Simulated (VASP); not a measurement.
Band structure of Mg (hcp). Level of theory: r2SCAN meta-GGA, VASP's PBE PAW potentials (set 64) (plane waves; VASP).

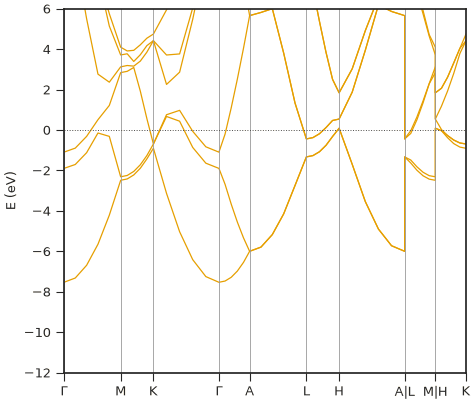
Bands along high-symmetry lines, zero at the valence-band maximum or, without a gap, the Fermi level

Task: Read the plot: is there a gap, and where are the band edges?

Result: It has no gap at this level: it comes out as a metal or semimetal.

The compound is Mg in the hcp structure. It was relaxed first.
